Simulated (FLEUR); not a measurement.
Band structure of MgSn5 (R32, 6 atoms in the cell).

```
CELL_PARAMETERS angstrom
      2.84265     1.64120     5.56202
     -2.84265     1.64120     5.56202
      0.00000    -3.28241     5.56202
ATOMIC_POSITIONS crystal
  Mg 0.50000 0.50000 0.50000
  Sn 0.66053 0.33947 0.00000
  Sn 0.00000 0.66053 0.33947
  Sn 0.33947 0.00000 0.66053
  Sn 0.16639 0.16639 0.16639
  Sn 0.83361 0.83361 0.83361
```

Level of theory: PBEsol, all-electron FLAPW (FLEUR), scalar-relativistic valence run with FLEUR.

Settings: Kmax = 3.8 1/bohr; GmaxXC = 15.2 1/bohr; xcFunctional = PBEs; jspins = 1; l_soc = F; mode = hist; fermiSmearingEnergy = 0.00367493 Htr; mesh (inpgen div1-3) = 4 4 4; inpgen gamma flag = true; Gmax = 15.2 1/bohr; numbands = 0; maxIterBroyd = 99; imix = Anderson; alpha = 0.05.

The starting cell comes from a database of computed structures (which also holds hypothetical and non-ambient phases and stackings), without a prior relaxation at this level. Its lattice was rescaled by a random factor within 2.5 % of one. Values depend on the basis (sphere radii, cutoffs, local orbitals), which need not be converged.

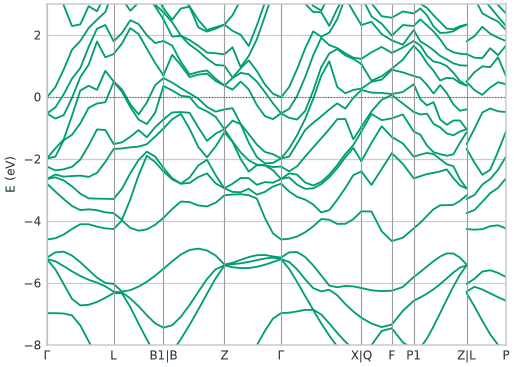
*Bands along the path, energies from the Fermi level.*

Levels in eV from the Fermi level, bands 37 to 44:
```csv
point,37,38,39,40,41,42,43,44
Γ,-2.65,-2.65,-2.25,-1.99,-1.99,-0.53,-0.53,-0.01
L,-3.30,-1.68,-1.52,0.48,0.50,1.38,1.79,3.48
B1,-2.29,-1.02,-0.73,0.35,0.60,0.69,1.80,2.51
Z,-2.95,-1.14,-1.05,-1.05,-0.40,0.36,0.36,1.01
X,-2.08,-1.12,-0.97,0.22,0.27,1.06,1.23,2.32
F,-1.30,-0.69,0.06,0.09,0.87,0.91,1.42,1.82
P1,-1.93,-1.12,-0.49,0.41,0.67,1.65,1.80,2.16
P,-1.93,-1.12,-0.49,0.41,0.67,1.65,1.80,2.16
```
